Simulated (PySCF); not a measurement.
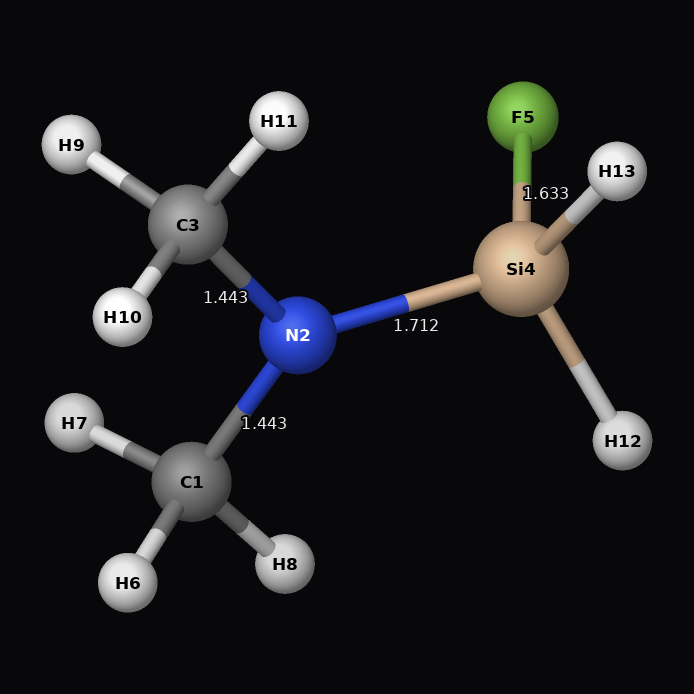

The numbers beside the sticks are distances in Å. Sticks don't show bond order. Computed geometry: PBE0-D3(BJ)/def2-SVP optimisation. No frequency run is at hand to confirm it as a minimum.

> Assign a bond order to each marked bond.

C1–N2 single; N2–C3 single; N2–Si4 single; Si4–F5 single.

> Write the SMILES.

CN(C)[SiH2]F
